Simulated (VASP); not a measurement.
Band structure of HfB₂ (AlB2 type). Method: r2SCAN meta-GGA with spin-orbit coupling, VASP's PBE PAW potentials (set 64) (plane waves; VASP).

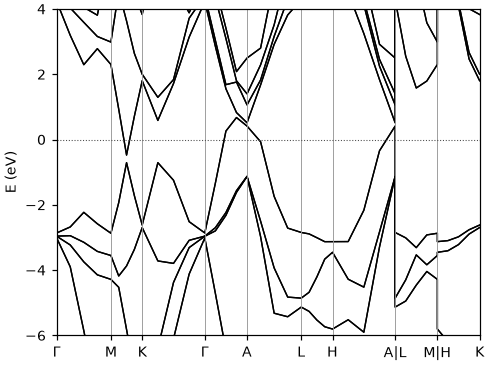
Bands along high-symmetry lines, zero at the valence-band maximum or, without a gap, the Fermi level

**Question.** Read the plot: is there a gap, and where are the band edges?

**Answer.** It has no gap at this level: it comes out as a metal or semimetal.

The compound is HfB2 in the AlB2 type structure. It was relaxed first.
